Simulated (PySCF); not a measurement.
# EPR calculation of C8H6FO

System: C8H6FO, multiplicity 2.
Method: UKS B3LYP, pcH-1 on C F H O, non-relativistic, mean-field spin-orbit, GIAO (PySCF 2.14.0).

It belongs to a series of runs on one base structure; here: H removed from sp2 C.

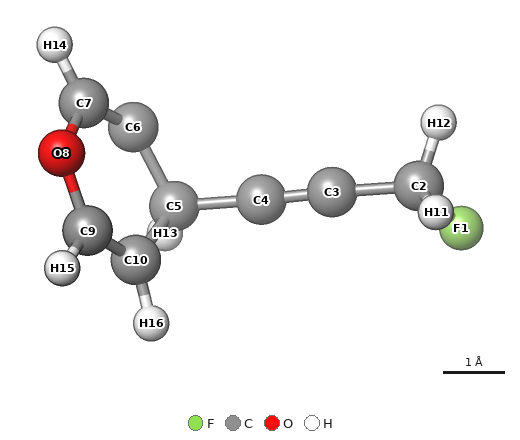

The structure as given in the input (ball-and-stick view, seen at a tilt; atoms are numbered from 1 in the order of the input).

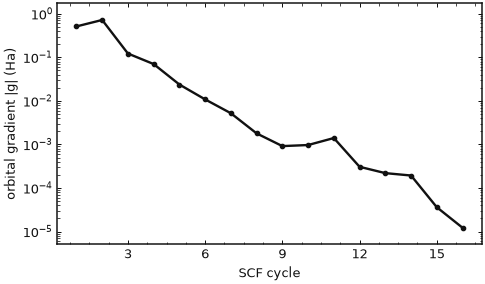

Convergence of the self-consistent field: orbital gradient |g| against the SCF cycle. All cycles printed in the log are drawn one after another.

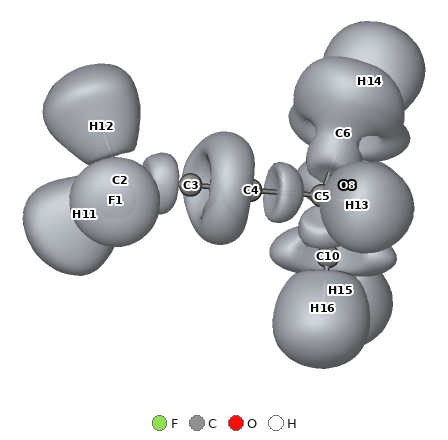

Isosurface of the electron localisation function at 0.75 (grey), seen at an oblique angle. Only the valence region is drawn (cores and ρ < 0.01 e/Å³ removed). Values along the shortest contacts: C–C (1.20 Å): the ELF peaks at about 0.85 between the atoms; a multiple bond by its length, whose ELF region spreads away from the axis.

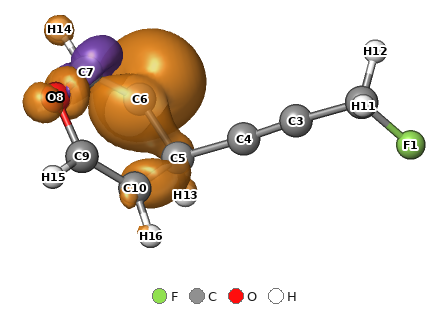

Isosurfaces of the spin density (α minus β) at +0.02 (orange) and −0.02 e/Å³ (purple), seen at a tilt. The unpaired spin (1 electron) lies mostly on C6 (about 0.8), in electrons by Hirshfeld's partition.

The input and output of the run follow.

## Input
```
{"job": {"kind": "epr", "basis": "pcH-1"}, "charge": 0, "multiplicity": 2}
F      4.020064    -1.334192     0.155583
C      3.311691    -0.190076     0.455424
C      1.926802    -0.306241     0.048207
C      0.800595    -0.477666    -0.327974
C     -0.589985    -0.603428    -0.739301
C     -1.068048     0.599009    -1.445788
C     -1.930911     1.484152    -1.038194
O     -2.563332     1.386345     0.204319
C     -2.327347     0.229744     0.860313
C     -1.494938    -0.732673     0.486357
H      3.389198    -0.044446     1.540046
H      3.802245     0.635345    -0.075054
H     -0.677912    -1.504589    -1.364000
H     -2.261272     2.354251    -1.580020
H     -2.938000     0.154902     1.750229
H     -1.406448    -1.641493     1.058442
```

The first line tells a small driver script what to run in PySCF; the rest is the geometry in Å.

Launch command:
```bash
OMP_NUM_THREADS=1 python <driver script> task.json out
```

## The program's output
```
UKS, coarse grid
  cycle   1  E = -483.24760446  |g| = 5.11e-01
  cycle   2  E = -483.17668188  |g| = 7.19e-01
  cycle   3  E = -483.33674838  |g| = 1.22e-01
  cycle   4  E = -483.34092645  |g| = 6.99e-02
  cycle   5  E = -483.34307318  |g| = 2.37e-02
  cycle   6  E = -483.34331920  |g| = 1.08e-02
  cycle   7  E = -483.34337917  |g| = 5.19e-03
  cycle   8  E = -483.34340170  |g| = 1.79e-03
  cycle   9  E = -483.34340995  |g| = 9.14e-04
UKS, final grid
  cycle   1  E = -483.34333505  |g| = 9.67e-04
  cycle   2  E = -483.34333503  |g| = 1.40e-03
  cycle   3  E = -483.34333596  |g| = 3.06e-04
  cycle   4  E = -483.34333607  |g| = 2.19e-04
  cycle   5  E = -483.34333618  |g| = 1.93e-04
  cycle   6  E = -483.34333620  |g| = 3.61e-05
  cycle   7  E = -483.34333620  |g| = 1.22e-05
E = -483.34333620 Eh   <S^2> = 0.7590 (exact 0.7500)
g shifts (ppm)      1          2          3
  rmc          -170       -170       -170
  gc             44          3         14
  oz_so       -1149         87       1274
  total       -1275        -80       1118
hyperfine (MHz)  atom isotope    a_iso     a_fc   dipolar eigenvalues
    0   19F      -0.94      -0.94     -0.40     -0.09      0.49
    1   13C       0.10       0.10     -0.18     -0.15      0.33
    2   13C      -0.47      -0.47     -0.86     -0.27      1.13
    3   13C       4.37       4.37     -1.31     -1.00      2.31
    4   13C      10.00      10.00     -7.04     -5.75     12.79
    5   13C     407.52     407.52    -78.53    -56.85    135.38
    6   13C      57.32      57.32    -18.39      1.73     16.67
    7   17O     -10.58     -10.58    -26.51     10.87     15.64
    8   13C      -2.11      -2.11     -1.24     -0.34      1.57
    9   13C      34.63      34.63     -6.45     -5.14     11.59
   10    1H      -0.07      -0.07     -0.47     -0.43      0.90
   11    1H      -0.35      -0.35     -0.60     -0.56      1.16
   12    1H      32.44      32.44     -6.92     -5.58     12.50
   13    1H      45.81      45.81     -6.22     -4.47     10.70
   14    1H      12.95      12.95     -1.79     -0.98      2.78
   15    1H      26.17      26.17     -3.68     -1.33      5.01
```

## Results in brief

```tsv
quantity	value
outcome	converged
total energy	−483.343336 hartree
⟨S²⟩	0.759
isotropic g	2.0022
hardware	1 CPU thread, shared host
wall time	2 min
peak memory	1.1 GiB
```
